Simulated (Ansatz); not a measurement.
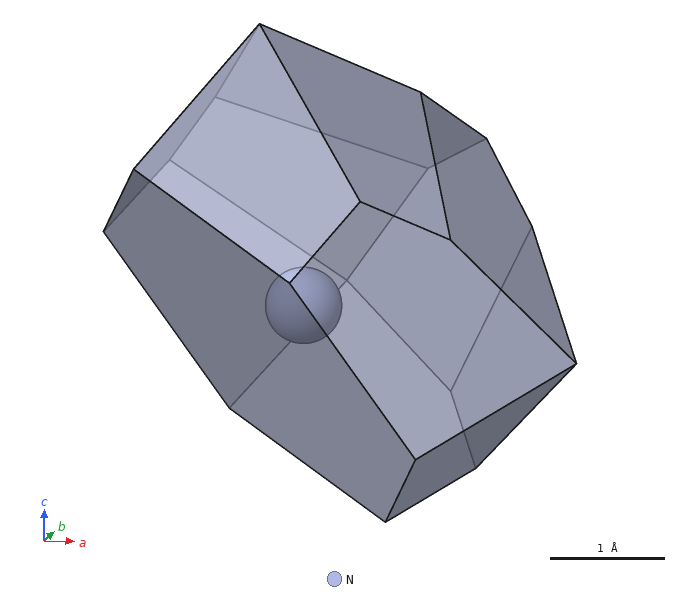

The polyhedron is the computed Voronoi (Dirichlet) cell of the central atom: each face lies in the plane that bisects the line to a neighbour. Central atom: N (8c) in N; faces take the colour of the neighbour behind them. The structure is the input geometry of an electronic-structure calculation and need not be at equilibrium.

N, space group Pa-3 (No. 205), a = 5.785 Å, b = 5.785 Å, c = 5.785 Å, α = 90.00°, β = 90.00°, γ = 90.00°

```tsv
site	Wyckoff	x	y	z
N	8c	0.0545	0.0545	0.0545
```

Question: What is the volume of this Voronoi cell?

Answer: 24.2 Å³, equal to the mean volume per atom.

Question: How many faces does the cell have, and of which kinds?

Answer: 13 faces, index ⟨0,6,6,1⟩.

Question: Tabulate the neighbours by distance and solid angle.

Answer:
| neighbour | faces | distance (Å) | solid angle (% of sphere) |
| --- | --- | --- | --- |
| N | 1 | 1.09 | 36.0 |
| N | 6 | 3.67 | 35.1 |
| N | 6 | 3.73 | 28.9 |
